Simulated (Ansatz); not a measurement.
# AlH2+ (triplet): correlated methods under varied settings at distance Al1–H2 = 1.382 Å

Aim: run AlH2+ (triplet) at one geometry under a spread of methods and options, and see what each costs and gives.

The runs use Ansatz 0.2.0, Gaussian basis; the settings change from run to run.

19 further runs of the same task are left out: 4 for a known fault of the program, 9 that didn't finish, 6 set aside as unsound or not needed.

## 1. The system

The geometry derives from a PBE0/def2-TZVP stationary point (not a proven minimum). One bond is set to the value named and the two fragments are kept rigid.

3 atoms, charge 1, spin multiplicity 3.

Atoms are counted from 1 here; the program's logs count them from 0.

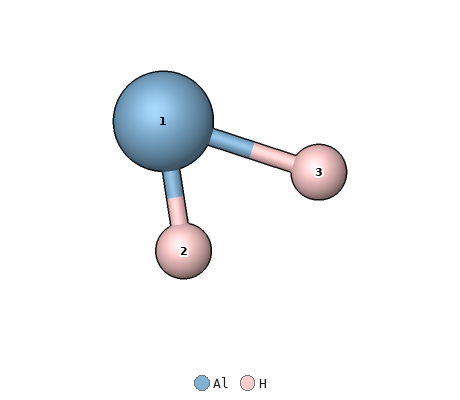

The structure; aluminium light blue, hydrogen pink; atoms are numbered from 1 in the order of the file.

## 2. BCCD(T) on UHF/cc-pVTZ

in.yaml reads:

```yaml
crystal:
  periodic: [false, false, false]
  atoms:
    - {symbol: Al, position_ang: [0.000000, 0.006177, -0.092011]}
    - {symbol: H, position_ang: [0.000000, 0.728051, 1.086471]}
    - {symbol: H, position_ang: [0.000000, -0.893402, 1.376580]}
basis:
  gaussian: {orbitals: cc-pVTZ}
total_charge: 1
magnetization: {spin_polarized: true, initial_magnetization: 2}
correlation: {method: bccd_t, electrons: valence}
```

The run is started by

```bash
> ansatz run in.yaml --threads 1 --pin off --events-out ev --progress --plain --max-ram 2393MiB
```

Log:

```text
Functional definition: HF
  name "HF"
  cite "Fock, Z. Phys. 61, 126 (1930) doi:10.1007/BF01340294"
  parent pbe
  exchange = exact_x
  correlation = 0
367 factors; integrals over basis functions are off by at most 1.2e-3 eV
mean field evaluation 1: about -6602.8370 eV, gradient 7.2e0 eV
mean field evaluation 2: about -6602.8422 eV, gradient 7.2e0 eV
mean field evaluation 4: about -6603.4971 eV, gradient 8.7e-1 eV
mean field evaluation 8: about -6603.5201 eV, gradient 8.4e-3 eV
mean field evaluation 16: about -6603.5100 eV, gradient 3.0e-1 eV
mean field -6603.52011284 eV, -242.6748881202 hartree, gradient 1.8e-6 eV, S^2 2.018036; 0 other end points of the search recorded, 0 dependent functions left out
5 core orbitals not correlated: weight in the atoms' cores, before any rotation towards them, 1.000 or more for the frozen orbitals, at most 0.000 for the correlated occupied ones
reference -6603.52011284 eV, -242.6748881202 hartree; 3, 1 occupied and 54, 56 virtual orbitals, 367 factors
second order -1.16222607 eV of doubles, -0.00000000 eV of singles
cycle   1  -1.40619854 eV  change   -2.4e-1 eV  update   4.6e-2
cycle   2  -1.54468989 eV  change   -1.4e-1 eV  update   2.4e-2
cycle   3  -1.55048452 eV  change   -5.8e-3 eV  update   9.4e-3
cycle   4  -1.55309647 eV  change   -2.6e-3 eV  update   3.7e-3
cycle   5  -1.55291409 eV  change    1.8e-4 eV  update   1.7e-3
cycle   6  -1.55291690 eV  change   -2.8e-6 eV  update   6.1e-4
cycle   7  -1.55312243 eV  change   -2.1e-4 eV  update   1.9e-4
cycle   8  -1.55302649 eV  change    9.6e-5 eV  update   5.6e-5
cycle   9  -1.55303675 eV  change   -1.0e-5 eV  update   1.8e-5
cycle  10  -1.55304215 eV  change   -5.4e-6 eV  update   5.0e-6
cycle  11  -1.55304293 eV  change   -7.8e-7 eV  update   1.7e-6
perturbative correction -0.03343388 eV, -0.0012286723 hartree
Total energy: -6605.10658964 eV, -242.7331900674 hartree
```

Wall time 1.8 s (1 thread of Intel Xeon Platinum 8259CL at 2.50GHz, shared host).

From the report: ⟨S²⟩ of the determinant 2.018 (pure triplet: 2.00); correlation -1.5865 eV; largest double amplitude 0.07.

## 3. CCSD(T) on ROHF/STO-3G

in.yaml reads:

```yaml
crystal:
  periodic: [false, false, false]
  atoms:
    - {symbol: Al, position_ang: [0.000000, 0.006177, -0.092011]}
    - {symbol: H, position_ang: [0.000000, 0.728051, 1.086471]}
    - {symbol: H, position_ang: [0.000000, -0.893402, 1.376580]}
basis:
  gaussian: {orbitals: STO-3G}
total_charge: 1
magnetization: {spin_polarized: false, initial_magnetization: 2}
correlation: {method: ccsd_t, electrons: outside_noble_gas}
scf: {lower_state_search: light}
output: {forces: true}
```

Launched as before.

Log, shortened:

```text
Functional definition: HF
  name "HF"
  cite "Fock, Z. Phys. 61, 126 (1930) doi:10.1007/BF01340294"
  parent pbe
[...]
117 factors; integrals over basis functions are off by at most 2.5e-5 eV
[...]
mean field -6525.89774845 eV, -239.8223188433 hartree, gradient 1.5e-6 eV, S^2 2.000000; 0 other end points of the search recorded, 0 dependent functions left out
5 core orbitals not correlated: weight in the atoms' cores, before any rotation towards them, 1.000 or more for the frozen orbitals, at most 0.000 for the correlated occupied ones
reference -6525.89774845 eV, -239.8223188433 hartree; 3, 1 occupied and 3, 5 virtual orbitals, 117 factors
second order -0.43466784 eV of doubles, -0.08922007 eV of singles
cycle   1  -0.72359375 eV  change   -2.0e-1 eV  update   4.8e-2
[...]
cycle  10  -0.90732544 eV  change    2.9e-6 eV  update   8.6e-7
perturbative correction -0.01066951 eV, -0.0003920971 hartree
[...]
Total energy: -6526.81574339 eV, -239.8560545352 hartree
Atom 0 at     0.000000     0.006177    -0.092011 Å, force    -0.000000    -2.363270    -4.018884 eV/Å
Atom 1 at     0.000000     0.728051     1.086471 Å, force    -0.000000     3.244280     3.789679 eV/Å
Atom 2 at     0.000000    -0.893402     1.376580 Å, force     0.000000    -0.881010     0.229205 eV/Å
Dipole moment:    -0.000000    -0.079884    -0.159899 e Å
```

Run time: 0.24 s. Hardware: 1 thread of Intel Xeon Platinum 8259CL at 2.50GHz, shared host.

From the report: correlation -0.9180 eV; T1 0.040; largest double amplitude 0.09.

## 4. NEVPT2(4,6)/def2-SVP

in.yaml reads:

```yaml
crystal:
  periodic: [false, false, false]
  atoms:
    - {symbol: Al, position_ang: [0.000000, 0.006177, -0.092011]}
    - {symbol: H, position_ang: [0.000000, 0.728051, 1.086471]}
    - {symbol: H, position_ang: [0.000000, -0.893402, 1.376580]}
basis:
  gaussian: {orbitals: def2-SVP}
total_charge: 1
magnetization: {spin_polarized: false, initial_magnetization: 2}
correlation: {method: sc_nevpt2, electrons: outside_noble_gas, active_space: {window: {electrons: 4, orbitals: 6}}}
output: {forces: true}
```

Same command.

Log, shortened:

```text
Functional definition: HF
  name "HF"
  cite "Fock, Z. Phys. 61, 126 (1930) doi:10.1007/BF01340294"
  parent pbe
[...]
263 factors; integrals over basis functions are off by at most 1.2e-3 eV
[...]
mean field -6600.90055305 eV, -242.5786210736 hartree, gradient 8.8e-6 eV, S^2 2.000000; 0 other end points of the search recorded, 0 dependent functions left out
reference -6600.90055305 eV, -242.5786210736 hartree; 8, 6 occupied and 20, 22 virtual orbitals, 263 factors
state -6601.79422824 eV, -242.6114630310 hartree
state -6601.79422824 eV, -242.6114630310 hartree; corrected -6602.20403630 eV, -242.6265231994 hartree
[...]
Total energy: -6602.20403630 eV, -242.6265231994 hartree
Atom 0 at     0.000000     0.006177    -0.092011 Å, force     0.000000    -2.318293    -4.636263 eV/Å
Atom 1 at     0.000000     0.728051     1.086471 Å, force    -0.000000     2.543202     4.216898 eV/Å
Atom 2 at     0.000000    -0.893402     1.376580 Å, force     0.000000    -0.224909     0.419365 eV/Å
Dipole moment:     0.000000    -0.054659    -0.045651 e Å
```

Run time: 1.3 s. Hardware: 1 thread of Intel Xeon Platinum 8259CL at 2.50GHz, shared host.

From the report: 225 determinants; active occupations 1.96, 1.00, 0.99, 0.02, 0.01, 0.01.

## 5. CCSD/pcseg-2

in.yaml reads:

```yaml
crystal:
  periodic: [false, false, false]
  atoms:
    - {symbol: Al, position_ang: [0.000000, 0.006177, -0.092011]}
    - {symbol: H, position_ang: [0.000000, 0.728051, 1.086471]}
    - {symbol: H, position_ang: [0.000000, -0.893402, 1.376580]}
basis:
  gaussian: {orbitals: pcseg-2}
total_charge: 1
magnetization: {spin_polarized: true, initial_magnetization: 2}
hamiltonian: {xc: {name: PBE0}}
correlation: {method: ccsd, electrons: valence}
output: {forces: true}
```

The command is unchanged.

Log, shortened:

```text
Functional definition: PBE0
  name "PBE0"
  cite "Adamo & Barone, J. Chem. Phys. 110, 6158 (1999) doi:10.1063/1.478522"
  cite "Perdew, Burke & Ernzerhof, Phys. Rev. Lett. 77, 3865 (1996) doi:10.1103/PhysRevLett.77.3865"
  parent pbe
[...]
372 factors; integrals over basis functions are off by at most 1.1e-3 eV
[...]
mean field -6614.02062133 eV, -243.0607746896 hartree, gradient 4.9e-6 eV, S^2 2.006159; 0 other end points of the search recorded, 0 dependent functions left out
5 core orbitals not correlated: weight in the atoms' cores, before any rotation towards them, 1.000 or more for the frozen orbitals, at most 0.000 for the correlated occupied ones
reference -6603.16359826 eV, -242.6617864511 hartree; 3, 1 occupied and 54, 56 virtual orbitals, 372 factors
second order -1.24992477 eV of doubles, -0.07277166 eV of singles
cycle   1  -1.53910443 eV  change   -2.2e-1 eV  update   3.9e-2
[...]
cycle  11  -1.64804572 eV  change   -7.2e-8 eV  update   7.5e-7
[...]
Total energy: -6604.81164398 eV, -242.7223510142 hartree
Atom 0 at     0.000000     0.006177    -0.092011 Å, force    -0.000000    -2.257789    -4.510471 eV/Å
Atom 1 at     0.000000     0.728051     1.086471 Å, force     0.000000     2.461513     4.106925 eV/Å
Atom 2 at     0.000000    -0.893402     1.376580 Å, force     0.000000    -0.203723     0.403546 eV/Å
Dipole moment:    -0.000000    -0.056444    -0.036092 e Å
```

It took 5.5 s on 1 thread of Intel Xeon Platinum 8259CL at 2.50GHz, shared host.

From the report: ⟨S²⟩ of the determinant 2.006 (pure triplet: 2.00); correlation -1.6480 eV; T1 0.015; largest double amplitude 0.07. The orbitals are Kohn-Sham ones, so correlation energy and T1 don't compare with those on Hartree-Fock orbitals.

## 6. CCSD(T)/cc-pVTZ

in.yaml reads:

```yaml
crystal:
  periodic: [false, false, false]
  atoms:
    - {symbol: Al, position_ang: [0.000000, 0.006177, -0.092011]}
    - {symbol: H, position_ang: [0.000000, 0.728051, 1.086471]}
    - {symbol: H, position_ang: [0.000000, -0.893402, 1.376580]}
basis:
  gaussian: {orbitals: cc-pVTZ, fitting: {mean_field: def2-universal-jkfit}}
total_charge: 1
magnetization: {spin_polarized: true, initial_magnetization: 2}
hamiltonian: {xc: {name: r2SCAN}}
correlation: {method: ccsd_t, electrons: valence}
scf: {lower_state_search: full}
```

The command is unchanged.

Log, shortened:

```text
Functional definition: r2SCAN
  name "r2SCAN"
  cite "Furness, Kaplan, Ning, Perdew & Sun, J. Phys. Chem. Lett. 11, 8208 (2020) doi:10.1021/acs.jpclett.0c02405"
  cite "Furness, Kaplan, Ning, Perdew & Sun, J. Phys. Chem. Lett. 11, 9248 (2020) doi:10.1021/acs.jpclett.0c03077"
  parent r2scan
[...]
164 factors; integrals over basis functions are off by at most 1.2e0 eV
[...]
mean field -6616.48159375 eV, -243.1512137581 hartree, gradient 4.4e-6 eV, S^2 2.008294; 4 other end points of the search recorded, 0 dependent functions left out
5 core orbitals not correlated: weight in the atoms' cores, before any rotation towards them, 1.000 or more for the frozen orbitals, at most 0.000 for the correlated occupied ones
reference -6603.35130917 eV, -242.6686846998 hartree; 3, 1 occupied and 54, 56 virtual orbitals, 164 factors
second order -1.25473613 eV of doubles, -0.06960995 eV of singles
cycle   1  -1.55818758 eV  change   -2.3e-1 eV  update   4.1e-2
[...]
cycle  10  -1.67393208 eV  change   -1.8e-6 eV  update   2.5e-6
perturbative correction -0.03439841 eV, -0.0012641184 hartree
Total energy: -6605.05963966 eV, -242.7314646874 hartree
```

Wall time 5.5 s (1 thread of Intel Xeon Platinum 8259CL at 2.50GHz, shared host).

From the report: ⟨S²⟩ of the determinant 2.008 (pure triplet: 2.00); correlation -1.7083 eV; T1 0.015; largest double amplitude 0.07. The orbitals are Kohn-Sham ones, so correlation energy and T1 don't compare with those on Hartree-Fock orbitals.

## 7. CCSDT(Q) on ROHF/aug-cc-pVDZ

in.yaml reads:

```yaml
crystal:
  periodic: [false, false, false]
  atoms:
    - {symbol: Al, position_ang: [0.000000, 0.006177, -0.092011]}
    - {symbol: H, position_ang: [0.000000, 0.728051, 1.086471]}
    - {symbol: H, position_ang: [0.000000, -0.893402, 1.376580]}
basis:
  gaussian: {orbitals: aug-cc-pVDZ}
total_charge: 1
magnetization: {spin_polarized: false, initial_magnetization: 2}
correlation: {method: ccsdt_q, electrons: valence}
accuracy: high
scf: {omitted_lower_state_checks: [cluster_reference]}
```

Launched as before.

Log, shortened:

```text
Functional definition: HF
  name "HF"
  cite "Fock, Z. Phys. 61, 126 (1930) doi:10.1007/BF01340294"
  parent pbe
[...]
852 factors; integrals over basis functions are off by at most 3.7e-9 eV
[...]
mean field -6603.09944894 eV, -242.6594290070 hartree, gradient 3.5e-8 eV, S^2 2.000000; 0 other end points of the search recorded, 0 dependent functions left out
5 core orbitals not correlated: weight in the atoms' cores, before any rotation towards them, 1.000 or more for the frozen orbitals, at most 0.000 for the correlated occupied ones
reference -6603.09944894 eV, -242.6594290070 hartree; 3, 1 occupied and 37, 39 virtual orbitals, 852 factors
second order -1.03457410 eV of doubles, -0.08676337 eV of singles
cycle   1  -1.38208474 eV  change   -2.6e-1 eV  update   5.1e-2
[...]
cycle  22  -1.58608790 eV  change   9.4e-11 eV  update  8.8e-11
perturbative correction -0.00022790 eV, -0.0000083751 hartree
Total energy: -6604.68576474 eV, -242.7177250374 hartree
Checks for a lower state left out: cluster_reference
```

Run time: 8 s. Hardware: 1 thread of Intel Xeon Platinum 8259CL at 2.50GHz, shared host.

From the report: correlation -1.5863 eV; T1 0.043; largest double amplitude 0.07.

## 8. HF/def2-SVPD

in.yaml reads:

```yaml
crystal:
  periodic: [false, false, false]
  atoms:
    - {symbol: Al, position_ang: [0.000000, 0.006177, -0.092011]}
    - {symbol: H, position_ang: [0.000000, 0.728051, 1.086471]}
    - {symbol: H, position_ang: [0.000000, -0.893402, 1.376580]}
basis:
  gaussian: {orbitals: def2-SVPD}
total_charge: 1
magnetization: {spin_polarized: true, initial_magnetization: 2}
hamiltonian: {xc: hf}
output: {orbitals: {seedname: orbitals}}
```

The command is unchanged.

Log:

```text
Functional definition: HF
  name "HF"
  cite "Fock, Z. Phys. 61, 126 (1930) doi:10.1007/BF01340294"
  parent pbe
  exchange = exact_x
  correlation = 0
412 factors; their error is unknown
mean field evaluation 1: about -6600.1753 eV, gradient 6.6e0 eV
mean field evaluation 2: about -6600.6732 eV, gradient 2.3e0 eV
mean field evaluation 4: about -6600.7854 eV, gradient 2.8e-1 eV
mean field evaluation 8: about -6600.7892 eV, gradient 5.8e-2 eV
mean field -6601.12099387 eV, -242.5867221241 hartree, gradient 1.8e-5 eV, S^2 2.016998; 0 other end points of the search recorded, 0 dependent functions left out
reference -6601.12099387 eV, -242.5867221241 hartree; 8, 6 occupied and 32, 34 virtual orbitals, 412 factors
Total energy: -6601.12099387 eV, -242.5867221241 hartree
```

It took 0.18 s on 1 thread of Intel Xeon Platinum 8259CL at 2.50GHz, shared host.

From the report: ⟨S²⟩ of the determinant 2.017 (pure triplet: 2.00).

## 9. CCSDT(Q) on UHF/6-31G*

in.yaml: that of step 8 with these lines changed.

```diff
@@ -7,6 +7,6 @@
 basis:
-  gaussian: {orbitals: def2-SVPD}
+  gaussian: {orbitals: "6-31G*"}
 total_charge: 1
 magnetization: {spin_polarized: true, initial_magnetization: 2}
-hamiltonian: {xc: hf}
-output: {orbitals: {seedname: orbitals}}
+correlation: {method: ccsdt_q, electrons: valence, diis_vectors: 12}
+output: {forces: true}
```

Same command.

Log, shortened:

```text
Functional definition: HF
  name "HF"
  cite "Fock, Z. Phys. 61, 126 (1930) doi:10.1007/BF01340294"
  parent pbe
[...]
386 factors; integrals over basis functions are off by at most 2.2e-7 eV
[...]
mean field -6602.73887010 eV, -242.6461779791 hartree, gradient 7.3e-6 eV, S^2 2.015467; 0 other end points of the search recorded, 0 dependent functions left out
5 core orbitals not correlated: weight in the atoms' cores, before any rotation towards them, 1.000 or more for the frozen orbitals, at most 0.000 for the correlated occupied ones
reference -6602.73887010 eV, -242.6461779791 hartree; 3, 1 occupied and 15, 17 virtual orbitals, 386 factors
second order -0.69148389 eV of doubles, -0.00000000 eV of singles
cycle   1  -0.88859137 eV  change   -2.0e-1 eV  update   4.6e-2
[...]
cycle  14  -1.06336978 eV  change   -3.8e-8 eV  update   4.8e-8
perturbative correction -0.00005162 eV, -0.0000018970 hartree
[...]
Total energy: -6603.80229150 eV, -242.6852579948 hartree
Atom 0 at     0.000000     0.006177    -0.092011 Å, force     0.000000    -2.417590    -4.845493 eV/Å
Atom 1 at     0.000000     0.728051     1.086471 Å, force     0.000000     2.930074     4.353697 eV/Å
Atom 2 at     0.000000    -0.893402     1.376580 Å, force    -0.000000    -0.512483     0.491796 eV/Å
Dipole moment:    -0.000000    -0.046939    -0.001991 e Å
```

It took 3.4 s on 1 thread of Intel Xeon Platinum 8259CL at 2.50GHz, shared host.

From the report: ⟨S²⟩ of the determinant 2.015 (pure triplet: 2.00); correlation -1.0634 eV; T1 0.025; largest double amplitude 0.08.

## 10. CCSD on UHF/cc-pVTZ

in.yaml: that of step 9 with these lines changed.

```diff
@@ -7,6 +7,5 @@
 basis:
-  gaussian: {orbitals: "6-31G*"}
+  gaussian: {orbitals: cc-pVTZ}
 total_charge: 1
 magnetization: {spin_polarized: true, initial_magnetization: 2}
-correlation: {method: ccsdt_q, electrons: valence, diis_vectors: 12}
-output: {forces: true}
+correlation: {method: ccsd, electrons: valence}
```

The command is unchanged.

Log, shortened:

```text
Functional definition: HF
  name "HF"
  cite "Fock, Z. Phys. 61, 126 (1930) doi:10.1007/BF01340294"
  parent pbe
[...]
367 factors; integrals over basis functions are off by at most 1.2e-3 eV
[...]
mean field -6603.52011284 eV, -242.6748881202 hartree, gradient 1.8e-6 eV, S^2 2.018036; 0 other end points of the search recorded, 0 dependent functions left out
5 core orbitals not correlated: weight in the atoms' cores, before any rotation towards them, 1.000 or more for the frozen orbitals, at most 0.000 for the correlated occupied ones
reference -6603.52011284 eV, -242.6748881202 hartree; 3, 1 occupied and 54, 56 virtual orbitals, 367 factors
second order -1.16222607 eV of doubles, -0.00000000 eV of singles
cycle   1  -1.39852616 eV  change   -2.4e-1 eV  update   4.6e-2
[...]
cycle  10  -1.55523353 eV  change   -3.7e-6 eV  update   3.0e-6
Total energy: -6605.07534637 eV, -242.7320418983 hartree
```

Run time: 1.1 s. Hardware: 1 thread of Intel Xeon Platinum 8259CL at 2.50GHz, shared host.

From the report: ⟨S²⟩ of the determinant 2.018 (pure triplet: 2.00); correlation -1.5552 eV; T1 0.024; largest double amplitude 0.07.

## 11. The runs in one table

Where basis and cores are those of an earlier FCI/cc-pVTZ run (-6605.1163 eV), and the state is the same kind, the miss against it is given.

```
                               level         correlated  functions  energy (eV)  from FCI (meV)    time
              BCCD(T) on UHF/cc-pVTZ            valence         62   -6605.1066             9.7   1.8 s
              CCSD(T) on ROHF/STO-3G  outside noble gas         11   -6526.8157                  0.24 s
                NEVPT2(4,6)/def2-SVP  outside noble gas         28   -6602.2040                   1.3 s
     CCSD/pcseg-2 (on PBE0 orbitals)            valence         62   -6604.8116                   5.5 s
CCSD(T)/cc-pVTZ (on r2SCAN orbitals)            valence         62   -6605.0596            56.6   5.5 s
        CCSDT(Q) on ROHF/aug-cc-pVDZ            valence         45   -6604.6858                     8 s
                        HF/def2-SVPD                            40   -6601.1210                  0.18 s
              CCSDT(Q) on UHF/6-31G*            valence         23   -6603.8023                   3.4 s
                 CCSD on UHF/cc-pVTZ            valence         62   -6605.0753            40.9   1.1 s
```

## 12. Outcome

| quantity | value |
| --- | --- |
| runs | 9 |
| quickest | HF/def2-SVPD, 0.18 s |
| slowest | CCSDT(Q) on ROHF/aug-cc-pVDZ, 8 s |

Total energies in different bases, with other cores or another treatment of relativity can't be set against each other. CCSDT(Q) on ROHF/aug-cc-pVDZ took 45 times as long as HF/def2-SVPD; the jobs differ in more than the method. Among the correlated runs with a miss given, it spans +10 to +57 meV. Cores frozen from Kohn-Sham orbitals shift the total energy.
